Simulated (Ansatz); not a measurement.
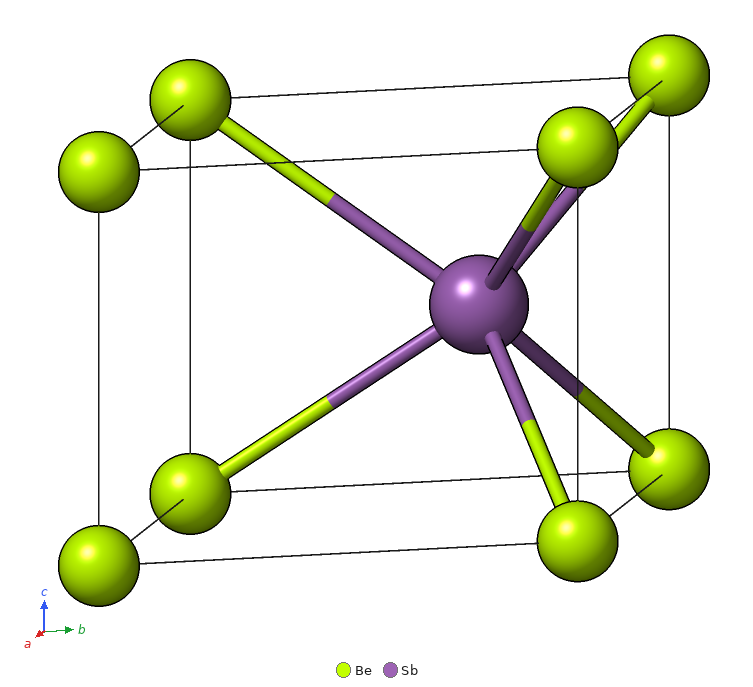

Structure drawing (ball-and-stick), viewed slightly off an axis. Lines trace the edges of the simulation cell.

```yaml
crystal:
  lattice:
    - [3.87910, 0.00000, 0.00000]
    - [-1.93955, 3.35940, 0.00000]
    - [0.00000, 0.00000, 3.03755]
  atoms:
    - { symbol: Be, position: [0.00000, 0.00000, 0.00000] }
    - { symbol: Sb, position: [0.33333, 0.66667, 0.50000] }
```

The calculation: Ansatz 0.2.0, DFT PBE, scalar-relativistic, plane waves, PAW, with a kinetic-energy cutoff of 420 eV, k-grid 18×18×16, Gaussian smearing of 0.1 eV, no spin polarisation.

> State the Bader charges by element.

Be +1.03 e; Sb -1.03 e.

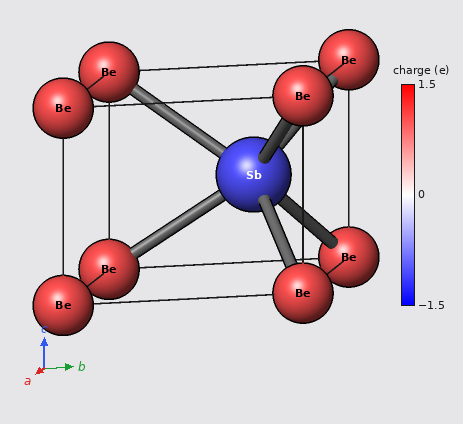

The atoms coloured by those charges.

The model was built from a structure type filled with these elements by a generator (whether the compound takes this form wasn't checked). Earlier steps of the study may have refined or changed the cell and positions. A calculation with Ansatz used it as input.
